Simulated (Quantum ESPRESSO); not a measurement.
# Al: work function by face, part 5 of 6

Aim: the work function of the low-index faces of Al, their order, and how far the functional matters.

Quantum ESPRESSO 7.5; plane-wave DFT, PBE, PseudoDojo norm-conserving pseudopotentials.

So far. Step 7 (Relaxing the ions of (100), PBE): The relaxation lowers the energy by 4 meV an atom. On the free atoms the largest force ends at 0.007 eV/Å. Step 11 (Electrostatic potential of (100)): On (100) the work function under LDA lies +0.14 eV from PBE's.

### Step 12. Relaxation with pw.x of (110), PBE

Level of this step: plane-wave DFT, PBE, GBRV ultrasoft pseudopotentials (Quantum ESPRESSO 7.5).

System of this step: Al(110), 7 layers. The cell holds 7 atoms: 7 Al. Cell: a = 4.050 Å, b = 2.864 Å, c = 24.591 Å, α = 90.0°, β = 90.0°, γ = 90.0°. It derives from Al. Vacuum lies along c.

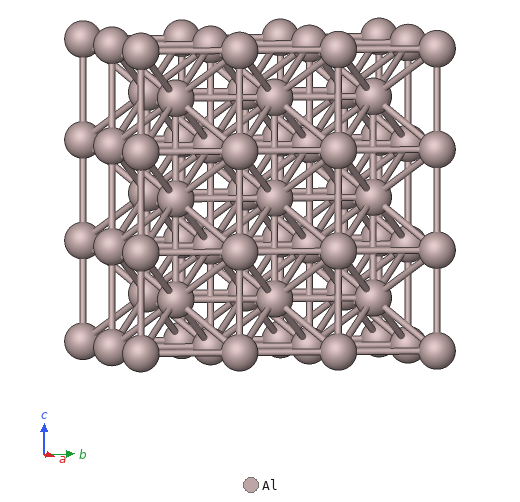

The cell of this step (aluminium light grey). 2×3×1 cells are drawn. Some periodic images of atoms are drawn too.

Contents of 110.relax.in:

```
&control
  prefix = '110.relax'
  outdir = './out'
  pseudo_dir = './pseudo'
  nstep = 40
  forc_conv_thr = 0.001
  calculation = 'relax'
/
&system
  ibrav = 0
  nat = 7
  ntyp = 1
  ecutwfc = 40
  ecutrho = 200
  occupations = 'smearing'
  smearing = 'mv'
  degauss = 0.02
/
&electrons
  conv_thr = 1e-07
  mixing_beta = 0.4
  electron_maxstep = 120
  mixing_mode = 'local-TF'
/
&ions
/
ATOMIC_SPECIES
  Al  26.9815  al_pbe_v1.uspp.F.UPF
CELL_PARAMETERS angstrom
  4.05000000000000 0.00000000000000 0.00000000000000
  0.00000000000000 2.86378246380552 0.00000000000000
  0.00000000000000 0.00000000000000 24.59134739141656
ATOMIC_POSITIONS crystal
  Al  0.000000000000 0.000000000000 0.325317676688
  Al  0.500000000000 0.500000000000 0.383545117792
  Al  0.000000000000 0.000000000000 0.441772558896 0 0 0
  Al  0.500000000000 0.500000000000 0.500000000000 0 0 0
  Al  0.000000000000 0.000000000000 0.558227441104 0 0 0
  Al  0.500000000000 0.500000000000 0.616454882208
  Al  0.000000000000 0.000000000000 0.674682323312
K_POINTS automatic
  8 10 1 0 0 0
```

Command:

```console
$ OMP_NUM_THREADS=1 mpirun -n 4 pw.x -nk 4 -in 110.relax.in > 110.relax.out
```

The program printed:

```text
[banner, memory and clock lines left out]
Program PWSCF v.7.5 starts

          URL

     Message from routine setup:
     using ibrav=0 with symmetry is DISCOURAGED, use correct ibrav instead

     G-vector sticks info

     bravais-lattice index     =            0
     lattice parameter (alat)  =       7.6534  a.u.
     unit-cell volume          =    1924.7484 (a.u.)^3
     number of atoms/cell      =            7
     number of atomic types    =            1
     number of electrons       =        21.00
     number of Kohn-Sham states=           15
     kinetic-energy cutoff     =      40.0000  Ry
     charge density cutoff     =     200.0000  Ry
     scf convergence threshold =      1.0E-07
     mixing beta               =       0.4000
     number of iterations used =            8  local-TF  mixing
     energy convergence thresh.=      1.0E-04
     force convergence thresh. =      1.0E-03
     Exchange-correlation= SLA  PW   PBE  PBE
                           (   1   4   3   4   0   0   0)
     nstep                     =           40

     celldm(1)=   7.653391  celldm(2)=   0.000000  celldm(3)=   0.000000
     celldm(4)=   0.000000  celldm(5)=   0.000000  celldm(6)=   0.000000

     crystal axes: (cart. coord. in units of alat)
               a(1) = (   1.000000   0.000000   0.000000 )
               a(2) = (   0.000000   0.707107   0.000000 )
               a(3) = (   0.000000   0.000000   6.071938 )

     reciprocal axes: (cart. coord. in units 2 pi/alat)
               b(1) = (  1.000000  0.000000  0.000000 )
               b(2) = (  0.000000  1.414214  0.000000 )
               b(3) = (  0.000000  0.000000  0.164692 )

     PseudoPot. # 1 for Al read from file:
     ./pseudo/al_pbe_v1.uspp.F.UPF
     Pseudo is Ultrasoft + core correction, Zval =  3.0
     Generated by new atomic code, or converted to UPF format
     Using radial grid of  893 points,  3 beta functions with:
                l(1) =   0
                l(2) =   1
                l(3) =   2
     Q(r) pseudized with  8 coefficients,  rinner =    0.900   0.900   0.900
                                                       0.900   0.900

     atomic species   valence    mass     pseudopotential
     Al                3.00    26.98150     Al( 1.00)

      8 Sym. Ops., with inversion, found

   Cartesian axes

     site n.     atom                  positions (alat units)
         1        Al     tau(   1) = (   0.0000000   0.0000000   1.9753086  )
         2        Al     tau(   2) = (   0.5000000   0.3535534   2.3288620  )
         3        Al     tau(   3) = (   0.0000000   0.0000000   2.6824154  )
         4        Al     tau(   4) = (   0.5000000   0.3535534   3.0359688  )
         5        Al     tau(   5) = (   0.0000000   0.0000000   3.3895222  )
         6        Al     tau(   6) = (   0.5000000   0.3535534   3.7430756  )
         7        Al     tau(   7) = (   0.0000000   0.0000000   4.0966290  )

     number of k points=    30  Marzari-Vanderbilt smearing, width (Ry)=  0.0200
                       cart. coord. in units 2pi/alat
        k(    1) = (   0.0000000   0.0000000   0.0000000), wk =   0.0250000
        k(    2) = (   0.0000000   0.1414214   0.0000000), wk =   0.0500000
        k(    3) = (   0.0000000   0.2828427   0.0000000), wk =   0.0500000
        k(    4) = (   0.0000000   0.4242641   0.0000000), wk =   0.0500000
        k(    5) = (   0.0000000   0.5656854   0.0000000), wk =   0.0500000
        k(    6) = (   0.0000000  -0.7071068   0.0000000), wk =   0.0250000
        k(    7) = (   0.1250000   0.0000000   0.0000000), wk =   0.0500000
        k(    8) = (   0.1250000   0.1414214   0.0000000), wk =   0.1000000
        k(    9) = (   0.1250000   0.2828427   0.0000000), wk =   0.1000000
        k(   10) = (   0.1250000   0.4242641   0.0000000), wk =   0.1000000
        k(   11) = (   0.1250000   0.5656854   0.0000000), wk =   0.1000000
        k(   12) = (   0.1250000  -0.7071068   0.0000000), wk =   0.0500000
        k(   13) = (   0.2500000   0.0000000   0.0000000), wk =   0.0500000
        k(   14) = (   0.2500000   0.1414214   0.0000000), wk =   0.1000000
        k(   15) = (   0.2500000   0.2828427   0.0000000), wk =   0.1000000
        k(   16) = (   0.2500000   0.4242641   0.0000000), wk =   0.1000000
        k(   17) = (   0.2500000   0.5656854   0.0000000), wk =   0.1000000
        k(   18) = (   0.2500000  -0.7071068   0.0000000), wk =   0.0500000
        k(   19) = (   0.3750000   0.0000000   0.0000000), wk =   0.0500000
        k(   20) = (   0.3750000   0.1414214   0.0000000), wk =   0.1000000
        k(   21) = (   0.3750000   0.2828427   0.0000000), wk =   0.1000000
        k(   22) = (   0.3750000   0.4242641   0.0000000), wk =   0.1000000
        k(   23) = (   0.3750000   0.5656854   0.0000000), wk =   0.1000000
        k(   24) = (   0.3750000  -0.7071068   0.0000000), wk =   0.0500000
        k(   25) = (  -0.5000000   0.0000000   0.0000000), wk =   0.0250000
        k(   26) = (  -0.5000000   0.1414214   0.0000000), wk =   0.0500000
        k(   27) = (  -0.5000000   0.2828427   0.0000000), wk =   0.0500000
        k(   28) = (  -0.5000000   0.4242641   0.0000000), wk =   0.0500000
        k(   29) = (  -0.5000000   0.5656854   0.0000000), wk =   0.0500000
        k(   30) = (  -0.5000000  -0.7071068   0.0000000), wk =   0.0250000

     Dense  grid:    91823 G-vectors     FFT dimensions: (  36,  25, 216)

     Smooth grid:    65793 G-vectors     FFT dimensions: (  32,  24, 192)

     Initial potential from superposition of free atoms

     starting charge      20.9827, renormalised to      21.0000

     negative rho (up, down):  2.423E-04 0.000E+00
     Starting wfcs are   28 randomized atomic wfcs

     per-process dynamical memory:    71.0 Mb

     Self-consistent Calculation

     iteration #  1     ecut=    40.00 Ry     beta= 0.40
     Davidson diagonalization with overlap
     ethr =  1.00E-02,  avg # of iterations =  2.9

     negative rho (up, down):  5.980E-06 0.000E+00

     total energy              =     -46.87733373 Ry
     estimated scf accuracy    <       0.66538596 Ry

     iteration #  2     ecut=    40.00 Ry     beta= 0.40
     Davidson diagonalization with overlap
     ethr =  3.17E-03,  avg # of iterations =  1.1

     negative rho (up, down):  3.496E-04 0.000E+00

     total energy              =     -46.80653840 Ry
     estimated scf accuracy    <       0.39467418 Ry

     iteration #  3     ecut=    40.00 Ry     beta= 0.40
     Davidson diagonalization with overlap
     ethr =  1.88E-03,  avg # of iterations =  1.8

     total energy              =     -46.84317340 Ry
[...]
-9.2173  -8.3259  -6.8777  -4.7607  -2.5477  -1.1004  -0.3740  -0.2874
     0.2467   1.0463   1.1070   1.1684   2.0343   2.2380   2.6695

          k = 0.0000 0.4243 0.0000 (  8211 PWs)   bands (ev):

    -8.3219  -7.4354  -5.9958  -3.8922  -1.7346  -1.3614  -0.6518  -0.2641
     0.5462   0.7632   0.9889   1.2274   1.8761   2.1274   2.7264

          k = 0.0000 0.5657 0.0000 (  8179 PWs)   bands (ev):

    -7.0771  -6.1994  -4.7781  -3.5767  -2.8621  -2.5533  -1.4647  -0.2244
     0.8130   0.9053   1.7110   1.8852   2.3917   2.9772   3.0328

          k = 0.0000-0.7071 0.0000 (  8166 PWs)   bands (ev):

    -5.5412  -5.4418  -4.7324  -4.5167  -3.4339  -2.9871  -1.5127  -0.6324
     0.9191   1.4201   2.3547   2.4596   2.9815   3.1028   3.3190

          k = 0.1250 0.0000 0.0000 (  8277 PWs)   bands (ev):

    -9.7966  -8.9029  -7.4513  -5.3323  -3.2722  -3.0552  -2.3555  -0.9581
    -0.8972   1.2338   1.3029   1.3831   2.1734   3.4846   3.5868

          k = 0.1250 0.1414 0.0000 (  8263 PWs)   bands (ev):

    -9.6164  -8.7237  -7.2734  -5.1563  -3.1000  -2.8831  -2.1849  -0.7897
    -0.7327   1.4000   1.4646   1.5281   2.3350   3.6422   3.6927

          k = 0.1250 0.2828 0.0000 (  8257 PWs)   bands (ev):

    -9.0772  -8.1871  -6.7413  -4.6302  -2.5857  -2.3713  -1.6762  -0.2878
    -0.2650   1.1414   1.8845   1.9883   2.2216   2.2890   2.9269

          k = 0.1250 0.4243 0.0000 (  8201 PWs)   bands (ev):

    -8.1826  -7.2974  -5.8602  -3.7624  -1.7508  -1.5844  -1.1593  -0.9071
    -0.4025   0.5174   0.8528   1.1888   2.6244   2.8387   3.0335

          k = 0.1250 0.5657 0.0000 (  8192 PWs)   bands (ev):

    -6.9388  -6.0625  -4.6437  -3.4430  -2.7287  -2.4294  -1.3462  -0.4815
    -0.0794   0.3830   0.9398   1.7324   1.9627   2.8557   3.1156

          k = 0.1250-0.7071 0.0000 (  8164 PWs)   bands (ev):

    -5.4042  -5.3053  -4.5965  -4.3824  -3.3002  -2.8579  -1.3915  -0.5000
     0.9516   1.0755   1.0756   1.5816   1.7424   2.0359   2.9573

          k = 0.2500 0.0000 0.0000 (  8235 PWs)   bands (ev):

    -9.3755  -8.4861  -7.0432  -4.9634  -4.9474  -4.0260  -2.9159  -2.4339
    -0.9612   0.0305   1.3221   2.4673   3.7561   3.7797   4.4361

          k = 0.2500 0.1414 0.0000 (  8248 PWs)   bands (ev):

    -9.1958  -8.3073  -6.8658  -4.7878  -4.7728  -3.8524  -2.7423  -2.2643
    -0.7943   0.1961   1.4774   2.6171   3.8841   3.9094   4.5454

          k = 0.2500 0.2828 0.0000 (  8232 PWs)   bands (ev):

    -8.6579  -7.7722  -6.3351  -4.2631  -4.2505  -3.3338  -2.2270  -1.7571
    -0.3061   0.6740   1.5092   2.1826   2.6525   3.1247   4.1231

          k = 0.2500 0.4243 0.0000 (  8213 PWs)   bands (ev):

    -7.7655  -6.8849  -5.4566  -3.3969  -3.3866  -2.4815  -1.4039  -0.9636
    -0.7581  -0.1238   0.7544   1.5405   1.5781   2.8857   3.4069

          k = 0.2500 0.5657 0.0000 (  8187 PWs)   bands (ev):

    -6.5250  -5.6534  -4.2436  -3.0535  -2.3294  -2.1491  -2.1093  -1.2117
    -1.0102   0.1276   0.3140   1.2416   1.2883   1.7359   2.1145

          k = 0.2500-0.7071 0.0000 (  8182 PWs)   bands (ev):

    -4.9940  -4.8972  -4.1895  -3.9823  -2.9001  -2.4786  -1.0495  -0.6886
    -0.5616  -0.1560   0.1422   0.4309   1.2421   1.4843   1.7205

          k = 0.3750 0.0000 0.0000 (  8236 PWs)   bands (ev):

    -8.6770  -7.7980  -6.5149  -6.3019  -5.5865  -4.2360  -4.1313  -2.0953
    -2.0537   0.2319   0.3534   2.6600   2.9311   4.7188   5.2581

          k = 0.3750 0.1414 0.0000 (  8226 PWs)   bands (ev):

    -8.4981  -7.6200  -6.3384  -6.1254  -5.4111  -4.0607  -3.9570  -1.9251
    -1.8834   0.3948   0.5200   2.8012   3.0893   4.8197   5.0698

          k = 0.3750 0.2828 0.0000 (  8220 PWs)   bands (ev):

    -7.9625  -7.0872  -5.8101  -5.5975  -4.8862  -3.5373  -3.4367  -1.4184
    -1.3752   0.8586   1.0041   2.3027   3.2092   3.3712   3.6314

          k = 0.3750 0.4243 0.0000 (  8241 PWs)   bands (ev):

    -7.0739  -6.2039  -4.9341  -4.7237  -4.0170  -2.6764  -2.5800  -0.6090
    -0.5531  -0.1440   0.6236   1.7341   1.8792   2.0629   2.1994

          k = 0.3750 0.5657 0.0000 (  8202 PWs)   bands (ev):

    -5.8388  -4.9782  -3.7207  -3.5225  -2.8227  -2.3435  -1.6689  -1.4379
    -1.3313  -0.3397  -0.0888   0.4454   0.8563   0.8624   1.9706

          k = 0.3750-0.7071 0.0000 (  8186 PWs)   bands (ev):

    -4.3130  -4.2248  -3.5138  -3.3326  -2.2715  -2.1099  -2.0918  -1.7978
    -1.3767  -1.1572  -0.2926  -0.1210   0.5718   0.5816   1.9579

          k =-0.5000 0.0000 0.0000 (  8204 PWs)   bands (ev):

    -7.7789  -7.6233  -6.9961  -6.6401  -5.6450  -5.0988  -3.6112  -2.9195
    -1.6640  -0.3012   0.5559   2.3468   3.0106   4.6326   5.2883

          k =-0.5000 0.1414 0.0000 (  8246 PWs)   bands (ev):

    -7.6010  -7.4454  -6.8191  -6.4632  -5.4697  -4.9230  -3.4348  -2.7498
    -1.4944  -0.1328   0.7179   2.5071   3.1537   4.7301   5.3487

          k =-0.5000 0.2828 0.0000 (  8248 PWs)   bands (ev):

    -7.0686  -6.9131  -6.2895  -5.9341  -4.9450  -4.3981  -2.9087  -2.2421
    -0.9895   0.3640   1.1834   2.9192   3.0444   3.3293   3.7458

          k =-0.5000 0.4243 0.0000 (  8246 PWs)   bands (ev):

    -6.1850  -6.0304  -5.4109  -5.0579  -4.0754  -3.5333  -2.0449  -1.4071
    -0.1737   0.6939   0.7546   1.2417   1.3101   1.8207   2.2622

          k =-0.5000 0.5657 0.0000 (  8204 PWs)   bands (ev):

    -4.9567  -4.8058  -4.1901  -3.8482  -2.8699  -2.3624  -1.4968  -1.3277
    -0.8941  -0.7594  -0.6142   0.0889   0.2986   1.1627   1.3457

          k =-0.5000-0.7071 0.0000 (  8176 PWs)   bands (ev):

    -3.4648  -3.4133  -3.3141  -3.0507  -2.6887  -2.5843  -2.5624  -1.9965
    -1.3754  -1.3181  -1.2851  -0.1457   0.1365   1.2208   1.3696

     the Fermi energy is     0.8673 ev

!    total energy              =     -46.84695210 Ry
     estimated scf accuracy    <          6.0E-11 Ry
     smearing contrib. (-TS)   =      -0.00037329 Ry
     internal energy E=F+TS    =     -46.84657880 Ry

     The total energy is F=E-TS. E is the sum of the following terms:
     one-electron contribution =    -340.33951200 Ry
     hartree contribution      =     175.20783872 Ry
     xc contribution           =     -29.74388130 Ry
     ewald contribution        =     148.02897578 Ry

     convergence has been achieved in  13 iterations

     negative rho (up, down):  2.654E-04 0.000E+00

     Forces acting on atoms (cartesian axes, Ry/au):

     atom    1 type  1   force =     0.00000000    0.00000000   -0.00002031
     atom    2 type  1   force =     0.00000000    0.00000000   -0.00003000
     atom    3 type  1   force =     0.00000000    0.00000000   -0.00373229
     atom    4 type  1   force =     0.00000000    0.00000000    0.00000000
     atom    5 type  1   force =     0.00000000    0.00000000    0.00373229
     atom    6 type  1   force =     0.00000000    0.00000000    0.00003000
     atom    7 type  1   force =     0.00000000    0.00000000    0.00002031

     Total force =     0.000051     Total SCF correction =     0.000005
     Energy error            =      7.6E-07 Ry
     Gradient error          =      3.0E-05 Ry/Bohr

     bfgs converged in   8 scf cycles and   7 bfgs steps
     (criteria: energy <  1.0E-04 Ry, force <  1.0E-03 Ry/Bohr)

     End of BFGS Geometry Optimization

     Final energy             =     -46.8469520962 Ry

     File ./out/110.relax.bfgs deleted, as requested
Begin final coordinates

ATOMIC_POSITIONS (crystal)
Al               0.0000000000        0.0000000000        0.3284913770
Al               0.5000000000        0.5000000000        0.3803908544
Al               0.0000000000        0.0000000000        0.4417725589    0   0   0
Al               0.5000000000        0.5000000000        0.5000000000    0   0   0
Al               0.0000000000        0.0000000000        0.5582274411    0   0   0
Al               0.5000000000        0.5000000000        0.6196091456
Al               0.0000000000        0.0000000000        0.6715086230
End final coordinates

     XML data file, charge density, pseudopotentials, collected wavefunctions

                                        0.00s GPU  (    2164 calls)
```

Elapsed: 2.9 min, on 4 MPI ranks of Intel Xeon Platinum 8488C (Sapphire Rapids), shared host; peak memory 0.54 GiB.

Relaxation path:

```tsv
step	energy less that of the first step (eV)	largest force (eV/Å)
1	0.0000	0.2960
2	-0.0068	0.2744
3	-0.0138	0.2503
4	-0.0231	0.2172
5	-0.0344	0.1639
6	-0.0449	0.0756
7	-0.0475	0.0056
8	-0.0475	0.0008
```

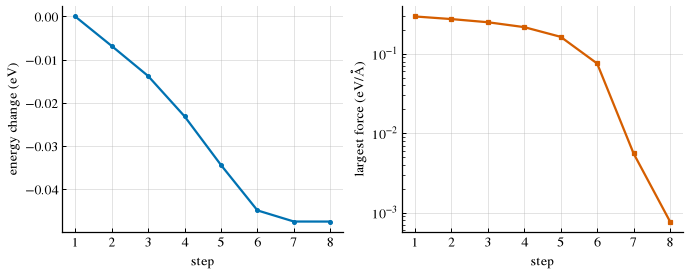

Energy and largest force along the relaxation.

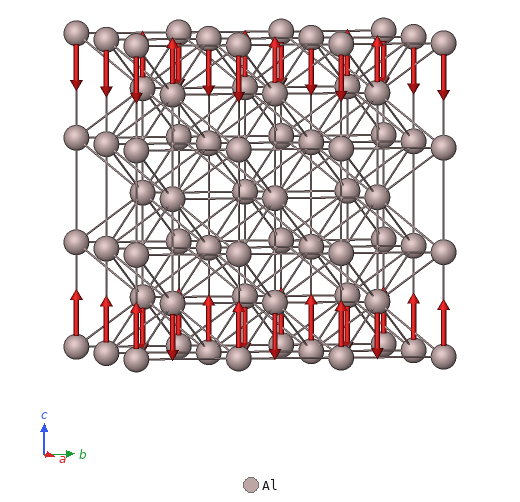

Displacements in the relaxation, exaggerated; the longest in the cell stands for 0.08 Å. 2×3×1 cells are drawn. Some periodic images of atoms are drawn too.

The atoms that moved most (Å):

```tsv
atom	dx	dy	dz	length
Al7	0.000	0.000	-0.078	0.078
Al1	0.000	0.000	0.078	0.078
Al6	0.000	0.000	0.078	0.078
Al2	0.000	0.000	-0.078	0.078
```

The relaxation lowers the energy by 7 meV an atom. On the free atoms the largest force ends at 0.001 eV/Å.

Numbers from this step:

```
free energy  : -637.3853 eV
Fermi energy : 0.8673 eV
```

(Part 5 of 6 ends here.)

[Logs are printed without paths, hosts, clocks, repeated set-up lines and the standing remarks that a program may print on its own settings, such as how far it seeks lower states.]

[Hosts, paths, dates, database ids (printed as entryN), source tags and the programs' standing remarks are cut or masked in the printed files.]

[Maps of the electrostatic potential energy from Ansatz leave out the sawtooth potential of an applied field or a dipole correction, so their vacuum need not be flat; planar profiles and work functions include it.]
